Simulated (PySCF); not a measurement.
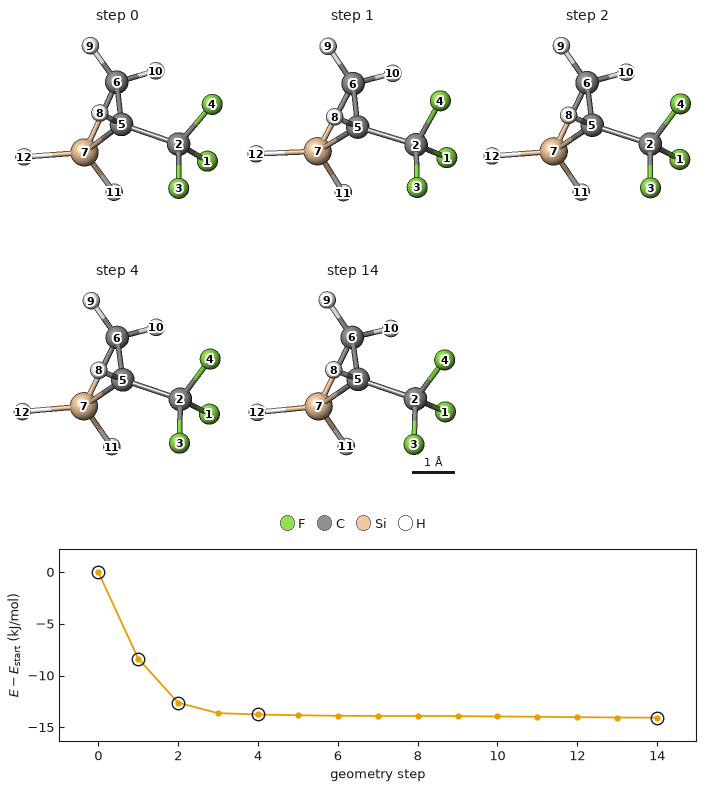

Frames of a relaxation of C$_{3}$H$_{5}$F$_{3}$Si, marked on the history of the run. Style: ball-and-stick. Shown from a free direction.

The start comes from GFN2-xTB. Its atoms were then displaced at random by about 0.01 Å.

Theory: PySCF 2.14.0, density-fitted response routines, PBE0-D3(BJ)/def2-SVP geometry optimisation, gas phase. 

### What happens along the run?

The energy falls by 14.1 kJ/mol in 14 geometry steps. The largest move after the best rigid fit is that of F1, 0.13 Å. By element the largest moves are F 0.13 Å, H 0.12 Å, C 0.06 Å, Si 0.05 Å. Near-neighbour distances that change, for instance: C2–F4 1.387 → 1.341 Å, Si7–H11 1.444 → 1.480 Å, C6–H10 1.069 → 1.096 Å, Si7–H12 1.457 → 1.482 Å. Bond angles that change, for instance: Si7–C5–H8 123.4° → 116.9°, Si7–C6–H10 120.4° → 116.7°, C2–C5–Si7 119.4° → 122.9°. The run took 100 s on 1 thread of Arm Neoverse V1, on a shared host. From step 0 to 1: F4 moves most (0.19 Å), energy −8.37 kJ/mol. From step 1 to 2: F4 moves most (0.14 Å), energy −4.26 kJ/mol. From step 2 to 4: F3 moves most (0.03 Å), energy −1.13 kJ/mol. From step 4 to 14: F4 moves most (0.07 Å), energy −0.31 kJ/mol.
